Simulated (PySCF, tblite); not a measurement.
**BH6O4Si−, a fragment of a glass network (dimer): NMR shifts, core binding energies and electronic excitations, part 1 of 2**

What NMR shifts, core binding energies and electronic excitations should one expect for `O[B-](O)(O)O[SiH3]`? It is drawn as: Si B4, H ends, O bridges.

Computed with tblite 0.8.0 and PySCF 2.14.0; each step states its level. No surroundings beyond the atoms listed, unless a continuum is named. Atoms count from 0, parts from 1.

### Step 1. Starting point

12 atoms, charge -1, multiplicity 1; geometry: distance geometry start.

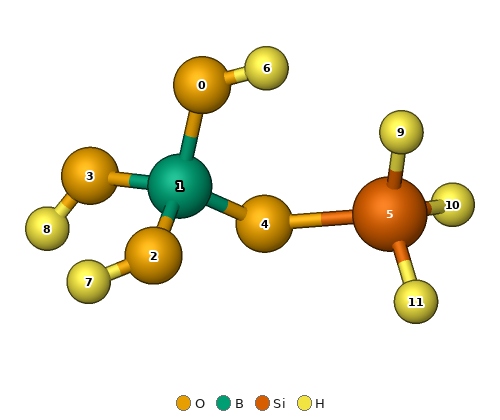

The starting geometry (oxygen amber, boron teal, silicon orange, hydrogen yellow), atoms numbered.

### Step 2. Relaxing the cluster with GFN2-xTB

Job settings and geometry (Å):

```
{"job": {"kind": "relax", "xc": "GFN2-xTB", "basis": "xTB"}, "charge": -1, "multiplicity": 1}
O     -0.612058     0.329236     2.170876
B     -0.080069     0.857027     0.856482
O     -0.639296     2.222160     0.633024
O      1.429618     0.970598     0.969873
O     -0.423942    -0.036985    -0.249697
Si    -1.984992    -0.828991    -0.453019
H     -1.476355    -0.095100     2.247472
H     -0.160032     3.052991     0.686063
H      1.977364     1.531801     0.434570
H     -2.613482    -0.970958     0.798187
H     -1.809209    -2.101061    -1.091108
H     -2.801365    -0.008922    -1.274149
```

Method: GFN2-xTB geometry optimisation, gas phase.

Command:

```bash
$ OMP_NUM_THREADS=1 python cluster_run.py task.json out
```

One launch serves the whole session: the jobs run in the order shown.

Output:

```text
step      E/eV     max force
  0    -616.24235    5.313
  1    -616.86843    2.270
  2    -616.95227    3.971
  3    -617.10047    0.953
  4    -617.18870    0.804
  5    -617.31569    0.751
  6    -617.33794    0.569
  7    -617.37285    0.456
  8    -617.38347    0.355
  9    -617.40007    0.370
 10    -617.41392    0.426
 11    -617.43553    0.519
 12    -617.45164    0.450
 13    -617.46237    0.274
 14    -617.46819    0.178
 15    -617.47348    0.203
 16    -617.48124    0.276
 17    -617.48961    0.341
 18    -617.49719    0.283
 19    -617.50344    0.244
 20    -617.50922    0.272
 21    -617.51571    0.278
 22    -617.52426    0.351
 23    -617.53211    0.268
 24    -617.53921    0.221
 25    -617.54567    0.256
 26    -617.55301    0.247
 27    -617.55810    0.238
 28    -617.56260    0.167
 29    -617.56517    0.176
 30    -617.56881    0.158
 31    -617.57093    0.154
 32    -617.57298    0.123
 33    -617.57479    0.136
 34    -617.57664    0.115
 35    -617.57775    0.093
 36    -617.57882    0.137
 37    -617.57945    0.089
 38    -617.58051    0.072
 39    -617.58083    0.076
 40    -617.58149    0.054
 41    -617.58173    0.036
 42    -617.58190    0.035
 43    -617.58205    0.041
 44    -617.58234    0.048
 45    -617.58275    0.069
 46    -617.58320    0.073
 47    -617.58354    0.050
 48    -617.58379    0.047
 49    -617.58408    0.055
 50    -617.58454    0.066
 51    -617.58519    0.080
 52    -617.58590    0.067
 53    -617.58641    0.063
 54    -617.58613    0.240
 55    -617.58696    0.059
 56    -617.58714    0.043
 57    -617.58745    0.030
 58    -617.58752    0.026
 59    -617.58758    0.017
 60    -617.58761    0.024
 61    -617.58766    0.017
 62    -617.58770    0.019
 63    -617.58773    0.016
 64    -617.58776    0.022
 65    -617.58778    0.023
 66    -617.58781    0.020
 67    -617.58787    0.028
 68    -617.58800    0.036
 69    -617.58823    0.044
 70    -617.58854    0.055
 71    -617.58870    0.067
 72    -617.58859    0.143
 73    -617.58897    0.105
 74    -617.58901    0.085
 75    -617.58925    0.024
 76    -617.58943    0.057
 77    -617.58964    0.073
 78    -617.58989    0.044
 79    -617.59004    0.080
 80    -617.59019    0.050
 81    -617.58998    0.262
 82    -617.59051    0.080
 83    -617.59069    0.058
 84    -617.59057    0.225
 85    -617.59114    0.032
 86    -617.59128    0.059
 87    -617.59055    0.335
 88    -617.59156    0.074
 89    -617.59174    0.087
 90    -617.57724    1.013
 91    -617.59209    0.064
 92    -617.59237    0.063
 93    -617.56453    1.395
 94    -617.59285    0.037
 95    -617.59326    0.031
 96    -617.57226    1.395
 97    -617.59392    0.033
 98    -617.59457    0.036
 99    -617.55295    1.320
100    -617.59461    0.042
101    -617.59539    0.064
102    -617.53483    1.852
103    -617.59598    0.071
104    -617.59655    0.087
105    -617.54071    1.721
106    -617.59737    0.106
107    -617.59808    0.126
108    -617.54279    1.726
109    -617.59893    0.149
110    -617.59963    0.178
111    -617.59028    1.025
112    -617.60093    0.232
113    -617.60164    0.288
114    -617.60226    0.554
115    -617.60308    0.406
116    -617.60380    0.376
117    -617.61450    0.140
118    -617.62125    1.053
119    -617.62737    0.337
120    -617.63481    0.262
121    -617.61168    1.576
122    -617.64112    0.287
123    -617.64489    0.281
124    -617.63497    1.198
125    -617.65275    0.191
126    -617.65622    0.207
127    -617.65739    0.689
128    -617.66322    0.166
129    -617.66520    0.153
130    -617.66932    0.217
131    -617.67114    0.154
132    -617.67350    0.122
133    -617.67590    0.110
134    -617.67874    0.089
135    -617.68023    0.083
136    -617.68102    0.145
137    -617.68182    0.075
138    -617.68230    0.083
139    -617.68297    0.084
140    -617.68362    0.099
141    -617.68456    0.095
142    -617.68550    0.100
143    -617.68640    0.066
144    -617.68704    0.086
145    -617.68754    0.098
146    -617.68786    0.129
147    -617.68850    0.088
148    -617.68904    0.071
149    -617.68955    0.054
150    -617.68983    0.047
151    -617.69018    0.049
152    -617.69077    0.066
153    -617.69148    0.071
154    -617.69218    0.070
155    -617.69278    0.053
156    -617.69332    0.064
157    -617.69380    0.054
158    -617.69413    0.103
159    -617.69441    0.062
160    -617.69464    0.038
161    -617.69484    0.037
162    -617.69502    0.049
163    -617.69510    0.051
164    -617.69517    0.033
165    -617.69523    0.026
166    -617.69533    0.031
167    -617.69538    0.022
168    -617.69546    0.023
169    -617.69553    0.021
170    -617.69563    0.031
171    -617.69576    0.043
172    -617.69595    0.041
173    -617.69618    0.043
174    -617.69645    0.046
175    -617.69676    0.053
176    -617.69712    0.069
177    -617.69756    0.105
178    -617.69814    0.079
179    -617.69851    0.171
180    -617.69888    0.058
181    -617.69914    0.048
182    -617.69940    0.054
183    -617.69961    0.058
184    -617.69997    0.072
185    -617.70037    0.057
186    -617.70060    0.073
187    -617.70093    0.135
188    -617.70118    0.084
189    -617.70146    0.053
190    -617.70203    0.061
191    -617.70300    0.089
192    -617.70421    0.135
193    -617.70527    0.145
194    -617.70564    0.227
195    -617.70705    0.134
196    -617.70757    0.065
197    -617.70839    0.058
198    -617.70867    0.058
199    -617.70887    0.050
200    -617.70905    0.036
201    -617.70905    0.036
202    -617.70993    0.024
203    -617.71014    0.019
204    -617.70999    0.104
205    -617.71053    0.018
206    -617.71074    0.019
207    -617.71004    0.102
208    -617.71092    0.016
209    -617.71102    0.016
210    -617.71115    0.053
211    -617.71128    0.018
212    -617.71138    0.017
213    -617.71147    0.045
214    -617.71155    0.030
215    -617.71162    0.022
216    -617.71169    0.021
217    -617.71172    0.017
218    -617.71175    0.016
219    -617.71176    0.024
220    -617.71178    0.009
221    -617.71178    0.015
222    -617.71178    0.006
```

Run time: 2.8 s. Hardware: 1 thread of Arm Neoverse V1, shared host.

Step by step: (the energy doesn't fall at every step)

```
step  energy from step 0 (eV)  largest force (eV/Å)
   0                   0.0000                5.3130
   9                  -1.1577                0.3700
  18                  -1.2548                0.2827
  27                  -1.3157                0.2381
  36                  -1.3365                0.1371
  45                  -1.3404                0.0689
  54                  -1.3438                0.2397
  63                  -1.3454                0.0153
  72                  -1.3462                0.1426
  81                  -1.3476                0.2617
  90                  -1.3349                1.0135
  99                  -1.3106                1.3194
 108                  -1.3004                1.7260
 117                  -1.3722                0.1396
 126                  -1.4139                0.2075
 135                  -1.4379                0.0830
 144                  -1.4447                0.0858
 153                  -1.4491                0.0710
 162                  -1.4527                0.0489
 171                  -1.4534                0.0429
 180                  -1.4565                0.0580
 189                  -1.4591                0.0536
 198                  -1.4663                0.0578
 207                  -1.4677                0.1016
 216                  -1.4693                0.0206
 222                  -1.4694                0.0062
```

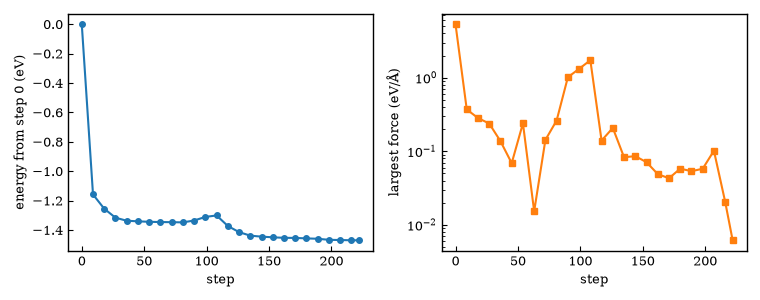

Energy and largest force along the relaxation.

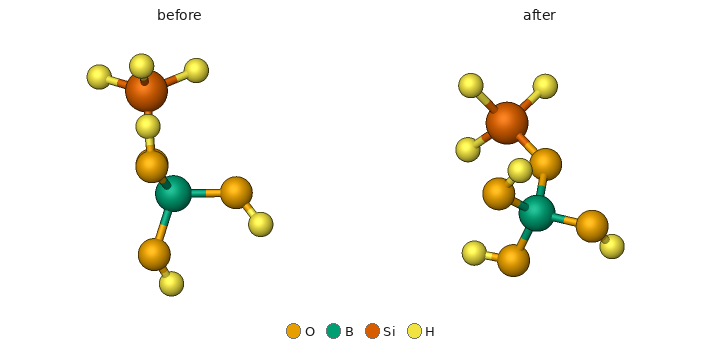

Before and after, at one scale.

Distances of close pairs at the start and the end, largest changes first:

```
   bond  before (Å)  after (Å)  change (Å)
 O4–Si5       1.762      1.562      -0.201
  B1–O4       1.463      1.551      +0.088
 Si5–H9       1.407      1.483      +0.075
  B1–O3       1.518      1.453      -0.065
Si5–H11       1.419      1.482      +0.063
  O0–B1       1.513      1.453      -0.060
Si5–H10       1.434      1.486      +0.052
  B1–O2       1.492      1.450      -0.042
```

### Step 3. Relaxing the molecule at PBE0-D3(BJ)/def2-SVP

Job settings and geometry (Å):

```
{"job": {"xc": "PBE0", "basis": "def2-SVP", "d3": "d3bj", "grid": 2, "kind": "geom", "shake": 0.01}, "charge": -1, "multiplicity": 1}
O      0.352485    -0.218426     1.764335
B      0.527650     0.660286     0.602088
O      0.277853     2.055873     0.920403
O      1.882140     0.465939     0.016816
O     -0.522234     0.271778    -0.478309
Si    -1.028284    -1.036381    -1.135180
H     -0.410843     0.150938     2.235426
H      0.656287     2.580000     0.197908
H      2.027846    -0.467416     0.083575
H     -1.624507    -2.047459    -0.209473
H     -0.018954    -1.802516    -1.901509
H     -2.080948    -0.640201    -2.079080
```

Output:

```text
step   0  E = -618.26590857  max force = 0.044879
step   1  E = -618.27274330  max force = 0.008788
step   2  E = -618.27342301  max force = 0.005255
step   3  E = -618.27493265  max force = 0.009355
step   4  E = -618.27475439  max force = 0.014005
step   5  E = -618.27611810  max force = 0.007217
step   6  E = -618.27662328  max force = 0.003298
step   7  E = -618.27720787  max force = 0.004823
step   8  E = -618.27758543  max force = 0.006794
step   9  E = -618.27843711  max force = 0.008357
step  10  E = -618.27916352  max force = 0.008023
step  11  E = -618.27965242  max force = 0.005587
step  12  E = -618.27979485  max force = 0.001541
step  13  E = -618.27984779  max force = 0.001173
step  14  E = -618.27990866  max force = 0.002555
step  15  E = -618.27998264  max force = 0.003492
step  16  E = -618.28008522  max force = 0.002637
step  17  E = -618.28028300  max force = 0.002568
step  18  E = -618.28042049  max force = 0.002842
step  19  E = -618.28059536  max force = 0.005371
step  20  E = -618.28073385  max force = 0.003575
step  21  E = -618.28086297  max force = 0.001311
step  22  E = -618.28091354  max force = 0.000972
step  23  E = -618.28094569  max force = 0.000777
step  24  E = -618.28096192  max force = 0.000677
step  25  E = -618.28097147  max force = 0.000226
optimisation converged
```

It took 3 min on 1 thread of Arm Neoverse V1, shared host; peak memory 0.64 GiB.

The steps of the relaxation: (the energy doesn't fall at every step)

| step | energy from step 0 (eV) | largest force component (eV/Å) |
| --- | --- | --- |
| 0 | 0.0000 | 2.3078 |
| 1 | -0.1860 | 0.4519 |
| 2 | -0.2045 | 0.2702 |
| 3 | -0.2456 | 0.4811 |
| 4 | -0.2407 | 0.7202 |
| 5 | -0.2778 | 0.3711 |
| 6 | -0.2916 | 0.1696 |
| 7 | -0.3075 | 0.2480 |
| 8 | -0.3177 | 0.3494 |
| 9 | -0.3409 | 0.4297 |
| 10 | -0.3607 | 0.4126 |
| 11 | -0.3740 | 0.2873 |
| 12 | -0.3779 | 0.0792 |
| 13 | -0.3793 | 0.0603 |
| 14 | -0.3810 | 0.1314 |
| 15 | -0.3830 | 0.1796 |
| 16 | -0.3858 | 0.1356 |
| 17 | -0.3911 | 0.1321 |
| 18 | -0.3949 | 0.1461 |
| 19 | -0.3996 | 0.2762 |
| 20 | -0.4034 | 0.1838 |
| 21 | -0.4069 | 0.0674 |
| 22 | -0.4083 | 0.0500 |
| 23 | -0.4092 | 0.0400 |
| 24 | -0.4096 | 0.0348 |
| 25 | -0.4099 | 0.0116 |

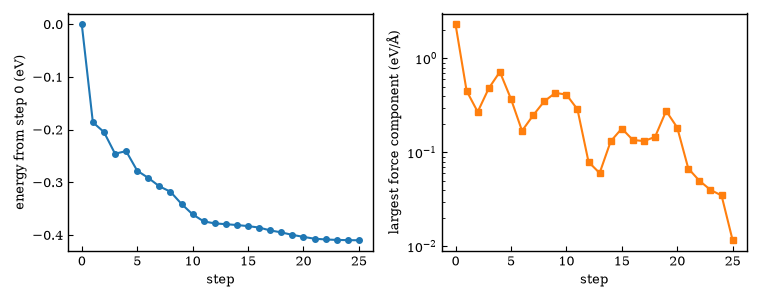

Energy and force, step by step.

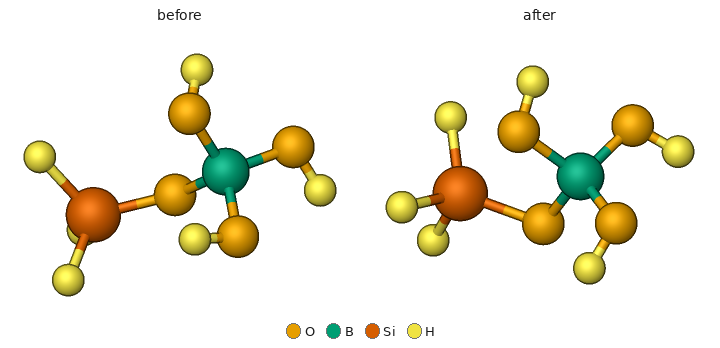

The geometry before (left) and after (right).

Distances of close pairs at the start and the end, largest changes first:

| bond | before (Å) | after (Å) | change (Å) |
| --- | --- | --- | --- |
| O4–Si5 | 1.549 | 1.644 | +0.096 |
| Si5–H11 | 1.468 | 1.527 | +0.059 |
| B1–O4 | 1.556 | 1.504 | -0.052 |
| B1–O3 | 1.488 | 1.452 | -0.037 |
| O0–B1 | 1.468 | 1.496 | +0.029 |
| Si5–H10 | 1.481 | 1.506 | +0.026 |
| Si5–H9 | 1.495 | 1.508 | +0.013 |
| O3–H8 | 0.947 | 0.960 | +0.013 |

The final coordinates are the input of the step that follows.

```csv
at the end point,value
point group (found at 0.08 Å tolerance),C1
"rotational constants (GHz, main isotopes)","4.824, 2.009, 1.928"
```

### Step 4. NMR shieldings: PBE0/aug-pcSseg-2

Job settings and geometry (Å):

```
{"job": {"kind": "nmr", "xc": "PBE0", "basis": "aug-pcSseg-2"}, "charge": -1, "multiplicity": 1}
O      0.223823    -0.664117     1.144115
B      0.626170     0.557392     0.379020
O      0.063899     1.697825     1.081686
O      2.057536     0.727244     0.206188
O      0.008952     0.316883    -0.971416
Si    -1.054617    -0.934609    -0.889593
H     -0.249458    -0.338272     1.914554
H      0.577923     2.455584     0.793810
H      2.267889     0.259080    -0.605110
H     -2.243520    -0.821184     0.030999
H     -0.515642    -2.338764    -0.805627
H     -1.723877    -0.946309    -2.261905
```

Method: GIAO PBE0/aug-pcSseg-2 NMR shielding, non-relativistic, gas phase.

Output:

```text
coarse grid: 10776 points
cycle   1  E = -618.4705529960  dE =  6.532e-01  |g| = 1.330e+00  |ddm| = 3.827e+00
cycle   2  E = -617.7714258964  dE =  6.991e-01  |g| = 2.291e+00  |ddm| = 1.326e+01
cycle   3  E = -618.7940937110  dE = -1.023e+00  |g| = 1.879e-01  |ddm| = 1.231e+01
cycle   4  E = -618.7986581038  dE = -4.564e-03  |g| = 1.320e-01  |ddm| = 6.045e-01
cycle   5  E = -618.8015449110  dE = -2.887e-03  |g| = 2.888e-02  |ddm| = 2.418e-01
cycle   6  E = -618.8017008788  dE = -1.560e-04  |g| = 5.623e-03  |ddm| = 8.328e-02
cycle   7  E = -618.8017062269  dE = -5.348e-06  |g| = 1.594e-03  |ddm| = 1.825e-02
final grid: 100200 points
cycle   8  E = -618.7909681475  dE = -1.228e-04  |g| = 7.145e-03  |ddm| = 3.867e-01
cycle   9  E = -618.7909592296  dE =  8.918e-06  |g| = 9.908e-03  |ddm| = 3.290e-02
cycle  10  E = -618.7909755067  dE = -1.628e-05  |g| = 1.004e-03  |ddm| = 1.636e-02
cycle  11  E = -618.7909756477  dE = -1.410e-07  |g| = 4.895e-04  |ddm| = 2.551e-03
cycle  12  E = -618.7909756875  dE = -3.973e-08  |g| = 1.101e-04  |ddm| = 9.395e-04
cycle  13  E = -618.7909756895  dE = -2.036e-09  |g| = 2.880e-05  |ddm| = 2.650e-04
cycle  14  E = -618.7909756896  dE = -1.411e-10  |g| = 9.869e-06  |ddm| = 8.035e-05
converged SCF energy = -618.7909756896

GIAO shielding tensors (ppm)
atom      isotropic    diamagn.    paramagn.     s11        s22        s33       span
  0 O      237.979     388.978    -150.999    204.433    246.974    262.529     58.096
  1 B       98.504     174.459     -75.954     93.034     95.250    107.230     14.197
  2 O      263.913     390.556    -126.643    215.713    258.447    317.579    101.866
  3 O      259.115     385.509    -126.394    212.613    257.642    307.089     94.476
  4 O      244.995     395.882    -150.887    203.124    227.047    304.813    101.689
  5 Si     428.416     864.067    -435.651    351.340    402.730    531.177    179.836
  6 H       30.649      29.726       0.923     23.833     28.211     39.904     16.071
  7 H       31.742      33.253      -1.511     24.358     28.123     42.746     18.388
  8 H       31.559      32.499      -0.940     23.933     29.149     41.594     17.661
  9 H       26.268      27.006      -0.738     22.960     24.773     31.070      8.110
 10 H       26.316      26.311       0.005     22.894     24.774     31.280      8.386
 11 H       26.560      27.113      -0.552     23.706     24.619     31.355      7.649
```

Wall time 1.7 min (1 thread of Arm Neoverse V1, shared host); peak memory 2.2 GiB.

No reference compound was run at this level, so shieldings alone are listed.

```csv
atoms,environment,σ (ppm)
H9,hydrogen on a silicon bonded to O,26.27
H10,hydrogen on a silicon bonded to O,26.32
H11,hydrogen on a silicon bonded to O,26.56
H6,hydrogen on an oxygen bonded to B,30.65
H8,hydrogen on an oxygen bonded to B,31.56
H7,hydrogen on an oxygen bonded to B,31.74
O0,"oxygen bonded to B, H",238.0
O4,"oxygen bonded to B, Si",245.0
O3,"oxygen bonded to B, H",259.1
O2,"oxygen bonded to B, H",263.9
B1,boron bonded to 4 O,98.5
Si5,"silicon bonded to O, 3 H",428.4
```

Charges from the same density, by scheme (e):

| atoms | IAO | Hirshfeld | ESP fit |
| --- | --- | --- | --- |
| O0 | -0.69 | -0.31 | -0.83 |
| B1 | 0.58 | 0.17 | 1.20 |
| O2 | -0.70 | -0.36 | -0.89 |
| O3 | -0.70 | -0.37 | -0.95 |
| O4 | -0.79 | -0.35 | -0.74 |
| Si5 | 0.87 | 0.26 | 0.71 |

IAO charges:

| atom | value (e) |
| --- | --- |
| O0 | -0.69 |
| B1 | 0.58 |
| O2 | -0.70 |
| O3 | -0.70 |
| O4 | -0.79 |
| Si5 | 0.87 |
| H6 | 0.35 |
| H7 | 0.34 |
| H8 | 0.34 |
| H9 | -0.19 |
| H10 | -0.19 |
| H11 | -0.22 |

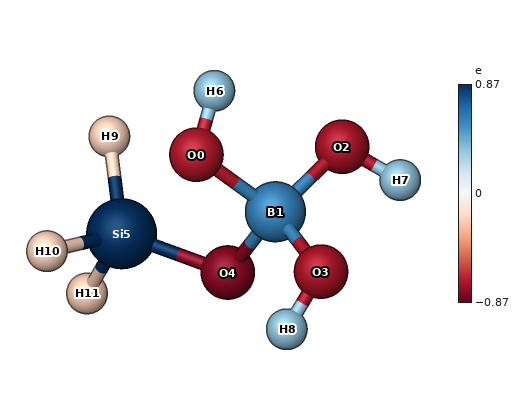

IAO charges, as colours on the atoms.

Mulliken charges and Mayer bond orders break down with diffuse functions, so they are left out here.

With diffuse functions Mulliken charges and Mayer bond orders lose their meaning; the other schemes are steadier.

(Continued in part 2 of 2.)
